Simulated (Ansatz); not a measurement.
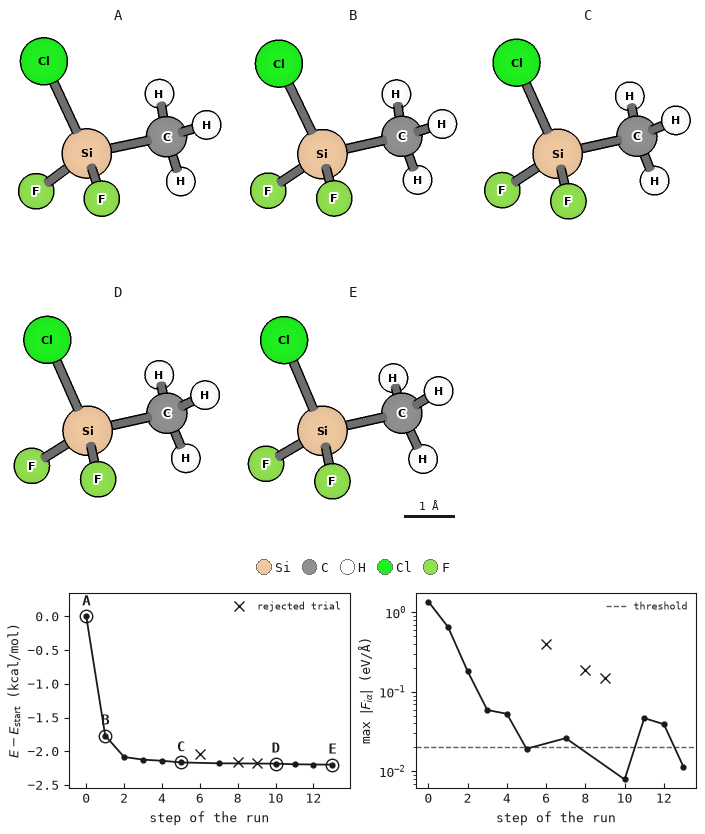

Frames of a relaxation of CH3ClF2Si, marked on the history of the run. Style: ball-and-stick. Shown from a free direction.

The run prepares the start of a later molecular dynamics calculation, from a guessed geometry.

Theory: Ansatz, RKS PBE0-D4/STO-3G.

Input file:
```yaml
crystal:
  periodic: [false, false, false]
  atoms:
    - { symbol: Si, position_ang: [0.0, 0.0, 0.0] }
    - { symbol: C, position_ang: [0.0, 0.0, 1.87] }
    - { symbol: H, position_ang: [-0.9996, -0.3092, 2.2405] }
    - { symbol: H, position_ang: [0.7676, -0.7111, 2.2405] }
    - { symbol: H, position_ang: [0.232, 1.0203, 2.2405] }
    - { symbol: Cl, position_ang: [2.0086, 0.0, -0.7093] }
    - { symbol: F, position_ang: [-0.7489, 1.2974, -0.5295] }
    - { symbol: F, position_ang: [-0.7489, -1.2974, -0.5295] }
basis:
  gaussian: { orbitals: STO-3G }
hamiltonian:
  xc: pbe0
  dispersion: d4
relax:
  f_tol: 0.02
  max_steps: 40
```

Run as
```bash
ansatz run input.yaml --threads 1 --pin off --max-ram 2048MiB --backend cpu --events-out ev --progress --plain --runs-dir out
```

> Describe the path.

After 10 accepted moves (13 points after the start) the energy has fallen by 2.20 kcal/mol. Largest force component: 1.4 eV/Å at the start, 0.011 eV/Å at the end. The line search rejected the trial steps at points 6, 8, 9 of the run. The forces were under the threshold at step 5, but the run went on from there. H5 moves most after the best rigid fit: 0.23 Å. Largest moves by element: H 0.23 Å, Cl 0.15 Å, F 0.15 Å, Si 0.02 Å, C 0.01 Å. Near-neighbour distances that change, for instance: Si1–F7 1.589 → 1.621 Å, Si1–Cl6 2.130 → 2.112 Å, C2–H3 1.110 → 1.095 Å, Si1–C2 1.870 → 1.861 Å. Bond angles that change, for instance: C2–Si1–F7 109.5° → 112.8°, F7–Si1–F8 109.5° → 106.7°. Cost: 25 s on 1 thread of Arm Neoverse V2, on a shared host, peak memory 0.14 GiB. From step 0 to 1: F8 moves most (0.07 Å), energy −1.77 kcal/mol. From step 1 to 5: H5 moves most (0.08 Å), energy −0.40 kcal/mol. From step 5 to 10: H atoms move most (0.05 Å), energy −0.02 kcal/mol. From step 10 to 13: H atoms move most (0.09 Å), energy −0.01 kcal/mol.

| step | E − E(0), kcal/mol | largest force component, eV/Å | note |
| --- | --- | --- | --- |
| 0 | 0.00 | 1.3690 |  |
| 1 | -1.77 | 0.6566 |  |
| 2 | -2.08 | 0.1815 |  |
| 3 | -2.12 | 0.0592 |  |
| 4 | -2.14 | 0.0530 |  |
| 5 | -2.17 | 0.0192 |  |
| 6 | -2.03 | 0.4054 | rejected |
| 7 | -2.18 | 0.0261 |  |
| 8 | -2.16 | 0.1884 | rejected |
| 9 | -2.18 | 0.1483 | rejected |
| 10 | -2.18 | 0.0079 |  |
| 11 | -2.19 | 0.0468 |  |
| 12 | -2.20 | 0.0391 |  |
| 13 | -2.20 | 0.0114 |  |

Limits of the set-up: STO-3G is a minimal basis, so the numbers are rough.
